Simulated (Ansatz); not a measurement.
# CH₈GaN: what the fields show

Input file:

```
crystal:
  periodic: [false, false, false]
  atoms:
    - symbol: C
      position_ang: [-2.061432, 1.012615, 2.615331]
    - symbol: Ga
      position_ang: [-0.714269, -0.405450, 2.975236]
    - symbol: N
      position_ang: [0.640037, -0.046212, 1.330393]
    - symbol: H
      position_ang: [-1.624541, 2.024053, 2.651081]
    - symbol: H
      position_ang: [-2.854198, 0.979843, 3.380455]
    - symbol: H
      position_ang: [-2.554908, 0.883211, 1.638152]
    - symbol: H
      position_ang: [0.320279, -0.174202, 4.157422]
    - symbol: H
      position_ang: [-1.090946, -1.905878, 2.617271]
    - symbol: H
      position_ang: [1.025727, 0.896997, 1.367255]
    - symbol: H
      position_ang: [0.169250, -0.154876, 0.432445]
    - symbol: H
      position_ang: [1.420893, -0.701452, 1.352265]
basis:
  gaussian:
    orbitals: def2-TZVPD
hamiltonian:
  xc: {name: PBE0}
output: {forces: true, orbitals: {seedname: orbitals}}
```

Command:

```sh
ansatz run input.yaml --threads 2 --pin off --max-ram 4350MiB --events-out events.jsonl --progress --plain --runs-dir runs
```

Geometry: PBE0-D3(BJ)/def2-SVP.

Level of theory: isolated molecule in a Gaussian basis; Kohn-Sham density functional theory, functional PBE0 (Ansatz 0.2.0).

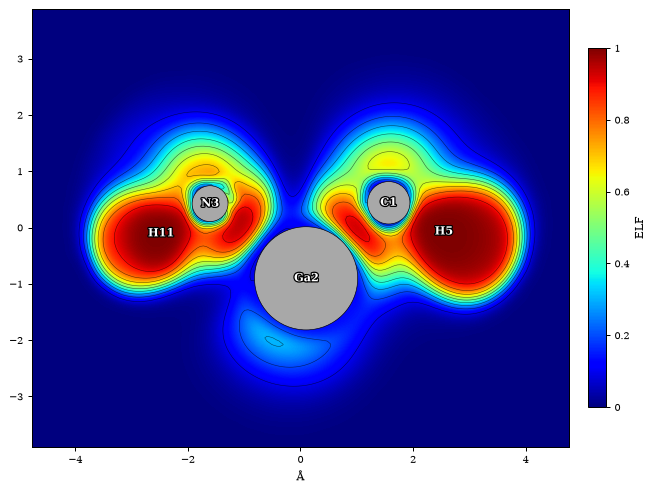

Figure 1. Electron localisation function on the plane of atoms C1, Ga2 and N3. Grey discs cover the atomic cores.

> Interpret the plot.

The plane passes through C, Ga, N and H nuclei.
C–Ga (1.99 Å): the ELF peaks at about 0.90 in the valence shell of C, 0.7 Å from its nucleus, and is about 0.55 at the midpoint.
Ga–N (2.16 Å): the ELF peaks at about 0.95 in the valence shell of N, 0.6 Å from its nucleus, and is about 0.35 at the midpoint.
N–H (1.02 Å): the ELF climbs to about 1 towards the hydrogen, as it does in any bond to H; a covalent bond by its length.
C–H (1.10 Å): the ELF climbs to about 1 towards the hydrogen (a covalent bond by its length).

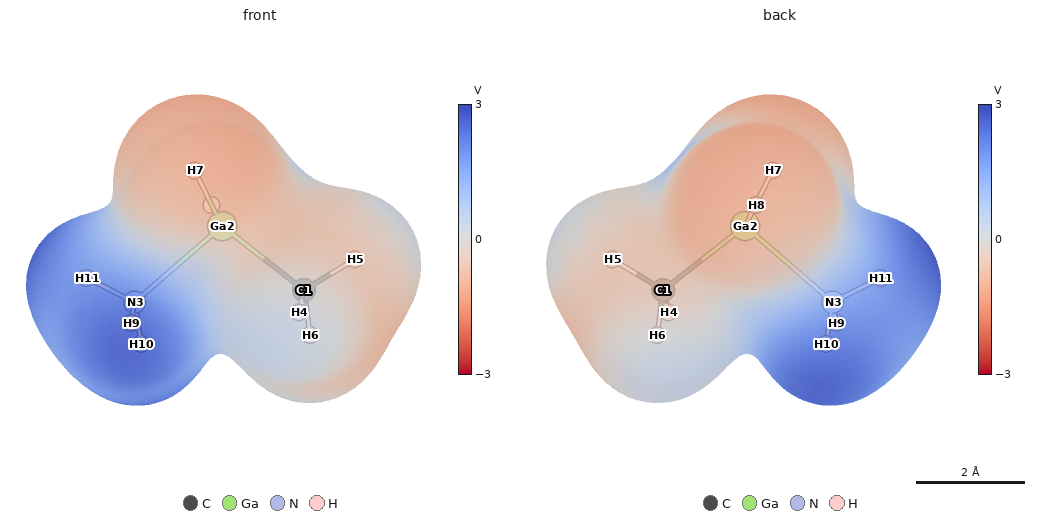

Figure 2. The electrostatic potential painted on the density surface at 0.002 e/bohr³, seen from the front and from behind; red is negative and blue positive.

> Where is the surface potential most negative and most positive?

The most negative region (about −1.1 V, or −25 kcal/mol for a unit charge) lies over H7 and H8, the most positive (about +2.7 V, or +62 kcal/mol for a unit charge) over H9, H10 and H11.

> What dipole moment does the calculation give?

Its dipole moment is 4.78 D.

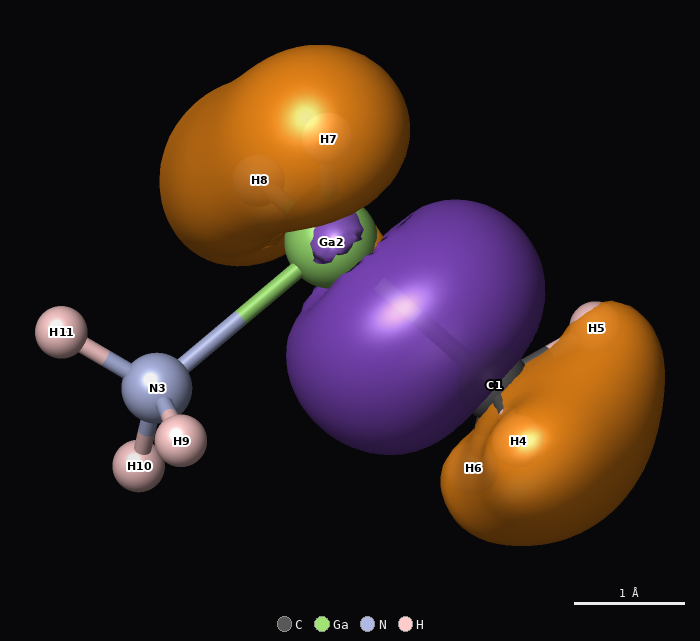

Figure 3. One frontier orbital at ±0.1 Å⁻³ᐟ² (orange and purple are the two phases), seen at a tilt.

> Which orbital is it: HOMO or LUMO?

The HOMO, at −7.12 eV. It lies mainly on C1 (about 40 %), Ga2 (about 30 %), H7 (about 10 %) and H8 (about 10 %).

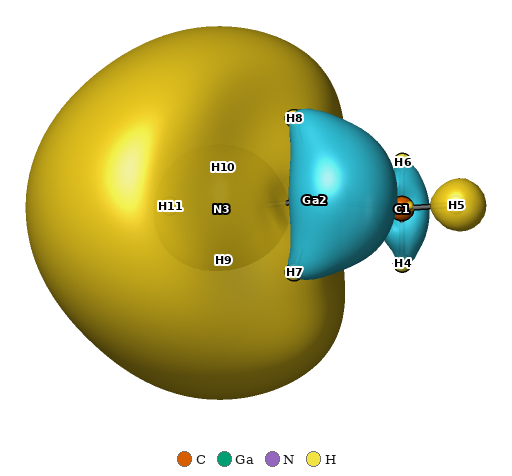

Figure 4. The LUMO at ±0.05 Å⁻³ᐟ² (yellow and cyan are the two phases), seen from one side.

> Describe this orbital and give its energy.

Its weight (Hirshfeld) is mainly on H10 (about 20 %), H9 (about 20 %), H11 (about 20 %), Ga2 (about 15 %) and N3 (about 15 %). Its energy is −0.56 eV.
